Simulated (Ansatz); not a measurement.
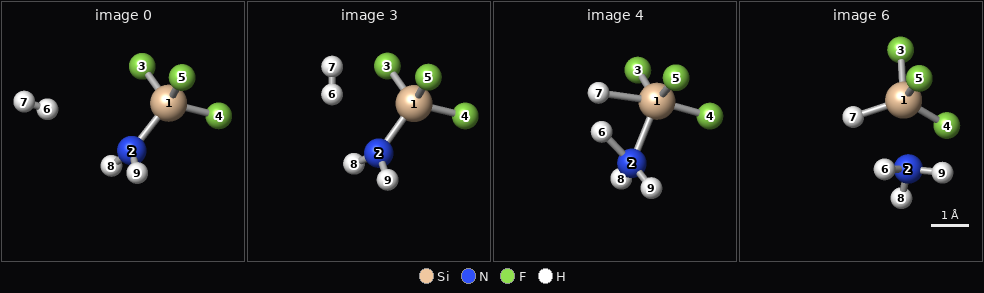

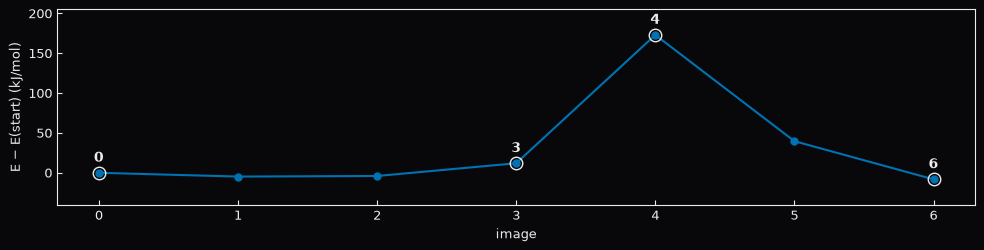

A nudged-elastic-band calculation for SiNH4F3, made up of SiNH₂F₃ and H₂. Images are numbered from 0 (start) to 6 (end). Style: ball-and-stick. Shown from a free direction.

All numbers below come from RKS PBE0-D4/def2-SVP (Ansatz). Settings: 5 movable images; climbing image.

Q: Read off the barrier and say what moves.

A: The highest point, image 4, lies 173.0 kJ/mol above the start and 181.3 kJ/mol above the end; the end is at −8.2 kJ/mol relative to the start. Breaking: H6–H7 (0.75 → 1.07 at the top → 2.69 Å), Si1–N2 (1.67 → 1.84 at the top → 2.21 Å). Forming: N2–H6 (2.86 → 1.28 at the top → 1.01 Å), Si1–H7 (4.38 → 1.75 at the top → 1.47 Å). The band converged in 19 iterations. The largest component of the band force went from 4.5 to 0.025 eV/Å. The climbing image converged on the top of the path. Its curvatures weren't checked. The largest force component is 1.00 eV/Å at the start and 0.83 eV/Å at the end; an end with forces this large is no minimum, and the barrier measured from it can be far off.

Limits of the set-up: the start holds two separate molecules, 2.9 Å apart at their closest, whose relative position is a soft coordinate.

Cost: 2.5 min on 4 threads of Intel Xeon Platinum 8259CL @ 2.50GHz, with other jobs on the host.
